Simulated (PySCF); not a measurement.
**C₃H₆BBrO₂: spin-spin couplings**

Aim: predict the spin-spin couplings of C₃H₆BBrO₂ (`C=CCOB(O)Br`).

Programs: PySCF 2.14.0, with density-fitted response routines of our own. Each step states its level of theory. These are calculated values for one molecule in the gas phase, unless marked as measured. Atoms are numbered from 0 throughout.

### 1 The starting structure

13 atoms, charge 0, multiplicity 1; geometry from: GFN2-xTB.

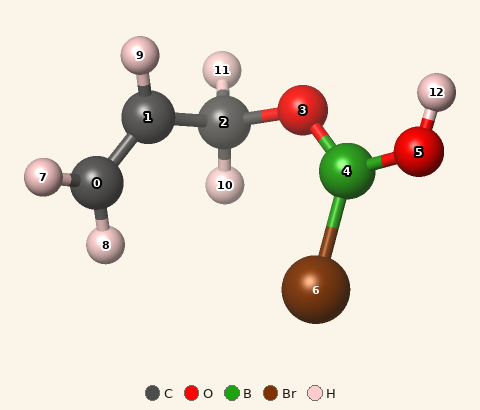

As it starts; carbon dark grey, oxygen red, boron green, bromine brown, hydrogen pink, atoms numbered.

### 2 Indirect couplings: B3LYP/pcSseg-1+pcJ-1

The job: settings as JSON, then the geometry in Å.

```
{"job": {"kind": "j", "xc": "B3LYP", "basis": "pcJ-1"}, "charge": 0, "multiplicity": 1}
C      2.035819    -0.705635    -0.521033
C      1.343427     0.170709     0.181006
C      0.029239    -0.144129     0.833482
O     -1.015886     0.625701     0.246270
B     -1.704761     0.312742    -0.855242
O     -2.634980     1.139514    -1.352471
Br    -1.470517    -1.321622    -1.794651
H      2.968163    -0.442852    -0.990331
H      1.698507    -1.720181    -0.654378
H      1.674987     1.194103     0.292960
H     -0.192987    -1.213443     0.741550
H      0.043688     0.136763     1.891681
H     -2.779087     1.968816    -0.897817
```

Level: B3LYP/pcJ-1 Br:pcSseg-1 indirect spin-spin coupling, non-relativistic, gas phase.

Started as:

```sh
$ OMP_NUM_THREADS=1 python probes_run.py task.json out
```

The driver reads the jobs from task.json and runs them one after another.

The log of the run:

```text
coarse grid: 53248 points
cycle   1  E = -2867.1164815265  dE = -2.302e-01  |g| = 1.166e+00  |ddm| = 3.081e+00
cycle   2  E = -2866.9237053863  dE =  1.928e-01  |g| = 1.457e+00  |ddm| = 1.377e+00
cycle   3  E = -2867.2637456281  dE = -3.400e-01  |g| = 2.519e-01  |ddm| = 1.002e+00
cycle   4  E = -2867.2737454812  dE = -1.000e-02  |g| = 5.877e-02  |ddm| = 1.785e-01
cycle   5  E = -2867.2743785673  dE = -6.331e-04  |g| = 2.510e-02  |ddm| = 5.630e-02
cycle   6  E = -2867.2744926852  dE = -1.141e-04  |g| = 7.687e-03  |ddm| = 1.862e-02
cycle   7  E = -2867.2745048827  dE = -1.220e-05  |g| = 1.206e-03  |ddm| = 5.941e-03
cycle   8  E = -2867.2745051583  dE = -2.756e-07  |g| = 4.108e-04  |ddm| = 1.048e-03
final grid: 112560 points
cycle   9  E = -2867.2745231379  dE =  3.697e-08  |g| = 6.874e-04  |ddm| = 1.306e-03
cycle  10  E = -2867.2745228944  dE =  2.434e-07  |g| = 1.225e-03  |ddm| = 1.228e-03
cycle  11  E = -2867.2745232445  dE = -3.501e-07  |g| = 7.383e-05  |ddm| = 7.933e-04
cycle  12  E = -2867.2745232457  dE = -1.142e-09  |g| = 1.319e-05  |ddm| = 6.676e-05
cycle  13  E = -2867.2745232457  dE = -2.456e-11  |g| = 6.210e-06  |ddm| = 1.165e-05
converged SCF energy = -2867.2745232457

Indirect spin-spin couplings (Hz)
  i      j    bonds     total        FC       PSO       DSO        SD
  0 C    1 C    1     78.094    88.014   -10.089     0.169         -
  0 C    2 C    2      2.748     2.881    -0.126    -0.007         -
  0 C    3 O    3     -2.027    -1.998    -0.047     0.019         -
  0 C    7 H    1    163.480   162.543     0.328     0.609         -
  0 C    8 H    1    165.050   164.141     0.206     0.704         -
  0 C    9 H    2      1.682     3.393    -1.200    -0.510         -
  0 C   10 H    3      6.006     6.190    -0.344     0.160         -
  0 C   11 H    3      7.037     7.102     0.314    -0.379         -
  1 C    2 C    1     46.812    47.809    -1.261     0.263         -
  1 C    3 O    2     -0.628    -1.049     0.454    -0.032         -
  1 C    4 B    3      0.024    -0.031     0.007     0.050    -0.002
  1 C    7 H    2     -0.794     1.014    -1.329    -0.479         -
  1 C    8 H    2     -1.882    -0.010    -1.454    -0.418         -
  1 C    9 H    1    163.810   162.747     0.152     0.911         -
  1 C   10 H    2     -1.828    -1.615    -0.233     0.020         -
  1 C   11 H    2     -4.705    -4.652     0.003    -0.055         -
  2 C    3 O    1     16.444    18.095    -1.494    -0.157         -
  2 C    4 B    2      0.443     0.530    -0.124     0.020     0.017
  2 C    5 O    3      0.480     0.380     0.054     0.046         -
  2 C    7 H    3     14.295    14.323     0.375    -0.403         -
  2 C    8 H    3      8.752     8.765    -0.169     0.155         -
  2 C    9 H    2      3.148     3.284    -0.033    -0.103         -
  2 C   10 H    1    150.352   149.382    -0.236     1.205         -
  2 C   11 H    1    153.673   152.720    -0.083     1.036         -
  3 O    4 B    1    -15.483   -19.778     4.755    -0.263    -0.197
  3 O    7 H    4      1.125     1.152    -0.162     0.135         -
  3 O    8 H    4      1.308     1.286    -0.034     0.057         -
  3 O    9 H    3     -1.106    -0.987    -0.061    -0.058         -
  3 O   10 H    2     -1.459    -0.763    -0.688    -0.008         -
  3 O   11 H    2     -9.473    -8.936    -0.513    -0.024         -
  3 O   12 H    3     -0.989    -1.447     0.553    -0.095         -
  4 B    5 O    1    -19.068   -23.526     4.901    -0.224    -0.220
  4 B   10 H    3      4.027     3.978    -0.346     0.393     0.002
  4 B   11 H    3      8.209     7.967     0.684    -0.471     0.029
  4 B   12 H    2     -0.008     0.843    -0.053    -0.687    -0.111
  5 O   12 H    1    -90.067   -77.769   -11.887    -0.412         -
  7 H    8 H    2      0.543     0.132     3.707    -3.295         -
  7 H    9 H    3     11.556    11.902     0.249    -0.595         -
  7 H   10 H    4     -0.287    -0.321     1.436    -1.403         -
  7 H   11 H    4     -0.832    -0.786     1.543    -1.589         -
  8 H    9 H    3     18.099    18.482     2.719    -3.102         -
  8 H   11 H    4     -1.582    -1.606     1.124    -1.100         -
  8 H   12 H    7     -0.225     0.000     0.858    -1.084         -
  9 H   10 H    3     11.181    11.079     2.631    -2.529         -
  9 H   11 H    3      4.751     4.666     0.358    -0.272         -
 10 H   11 H    2    -11.017   -11.408     2.086    -1.696         -
 10 H   12 H    5     -0.178    -0.050     1.300    -1.428         -
```

Run time: 1.8 min. Hardware: 1 thread of Arm Neoverse N1, shared host; peak memory 1.1 GiB.

A choice of the couplings up to four bonds, sorted by the number of bonds, with means over like pairs; isotopes 11B, 13C, 1H, 17O:

| pair | bonds | J (Hz) | Fermi contact (Hz) | dihedral (°) |
| --- | --- | --- | --- | --- |
| C0–H8 | 1 | 165.1 | 164.1 | – |
| C1–H9 | 1 | 163.8 | 162.7 | – |
| C0–H7 | 1 | 163.5 | 162.5 | – |
| C2–H10 | 1 | 152.0 | 151.1 | – |
| O5–H12 | 1 | -90.1 | -77.8 | – |
| C0–C1 | 1 | 78.1 | 88.0 | – |
| C1–C2 | 1 | 46.8 | 47.8 | – |
| B4–O5 | 1 | -19.1 | -23.5 | – |
| C2–O3 | 1 | 16.4 | 18.1 | – |
| H10–H11 | 2 | -11.0 | -11.4 | – |
| O3–H10 | 2 | -5.5 | -4.8 | – |
| C1–H10 | 2 | -3.3 | -3.1 | – |
| C2–H9 | 2 | 3.1 | 3.3 | – |
| C0–C2 | 2 | 2.7 | 2.9 | – |
| C1–H8 | 2 | -1.9 | 0.0 | – |
| C0–H9 | 2 | 1.7 | 3.4 | – |
| H8–H9 | 3 | 18.1 | 18.5 | -179 |
| C2–H7 | 3 | 14.3 | 14.3 | 179 |
| H7–H9 | 3 | 11.6 | 11.9 | 1 |
| C2–H8 | 3 | 8.8 | 8.8 | -1 |
| H9–H10 | 3 | 8.0 | 7.9 | – |
| C0–H10 | 3 | 6.5 | 6.6 | – |
| B4–H10 | 3 | 6.1 | 6.0 | – |
| C0–O3 | 3 | -2.0 | -2.0 | -115 |
| O3–H9 | 3 | -1.1 | -1.0 | 63 |
| O3–H8 | 4 | 1.3 | 1.3 | – |
| O3–H7 | 4 | 1.1 | 1.2 | – |

The spin-dipole term was solved for some atoms only; pairs without it lack that part.

The response was solved for the nuclei of B, C, H alone, so couplings that need other nuclei can be missing.

Quadrupole couplings from the field gradients of the same density:

| atom | isotope | eQq/h (MHz) | η |
| --- | --- | --- | --- |
| Br6 | 79Br | 336.6 | 0.31 |
| O3 | 17O | -9.305 | 0.08 |
| O5 | 17O | -8.784 | 0.11 |
| B4 | 11B | 2.203 | 0.58 |

### 3 Results

| quantity | value |
| --- | --- |
| largest coupling of the table (B3LYP/pcSseg-1+pcJ-1) | 1J(C,H) C0–H8, 165.1 Hz |

What this shows: Of the pairs tabulated at B3LYP/pcSseg-1+pcJ-1, C0–H8 couples most strongly (165.1 Hz; Fermi contact 164.1 Hz). Couplings across rotatable bonds belong to this one conformer; where others are populated, the observed values are averages. Spin-orbit coupling is left out, which matters for shieldings and couplings at and beside the heavy atoms.
